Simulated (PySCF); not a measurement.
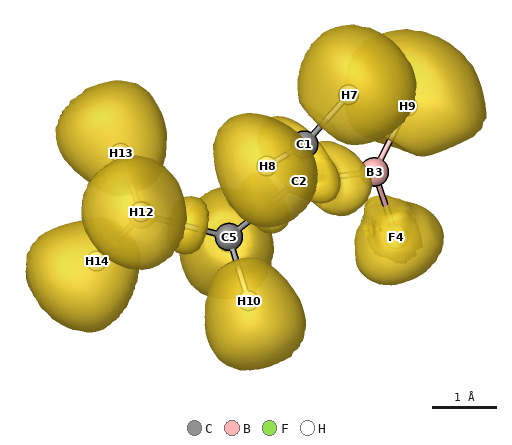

C$_{4}$H$_{8}$BF (charge +1, doublet). Isosurface of the ELF at 0.8 (yellow), seen at an oblique angle. Core shells and regions of very low density are left out.

Geometry: GFN2-xTB.

Theory: UKS B3LYP, pcH-1 on B C F H, non-relativistic, mean-field spin-orbit, GIAO in PySCF 2.14.0, density-fitted response routines.

Input file:

```
{"job": {"kind": "epr", "basis": "pcH-1"}, "charge": 1, "multiplicity": 2}
C     -1.074059     1.187167     0.483394
C     -0.691741    -0.004909     0.028132
B     -1.750172    -1.200204    -0.079342
F     -1.725342    -1.964355    -1.110796
C      0.654911    -0.362447    -0.507386
C      1.815266     0.333724     0.156695
H     -1.980816     1.348424     1.045255
H     -0.514043     2.087799     0.255565
H     -2.509529    -1.379013     0.795174
H      0.589816    -0.115385    -1.581970
H      0.827550    -1.445787    -0.506166
H      1.691401     1.416261     0.135178
H      1.924714     0.049140     1.204720
H      2.741367     0.049113    -0.340620
```

Run with:

```sh
OMP_NUM_THREADS=1 python probes_run.py task.json out
```

**Where are the electrons localised?**

The ELF exceeds this value in one region between bonded B–C atoms (shared pairs), three regions between bonded C–C atoms (shared pairs), eight regions around hydrogen nuclei and one region on F in which the atom's valence shell and bonds are merged. Profiles from the grid: B–F (1.28 Å): the ELF peaks at about 0.85 between the atoms: a short, strongly polar bond. C–C (1.33 Å): the ELF peaks at about 0.95 between the atoms; a short, multiple covalent bond.
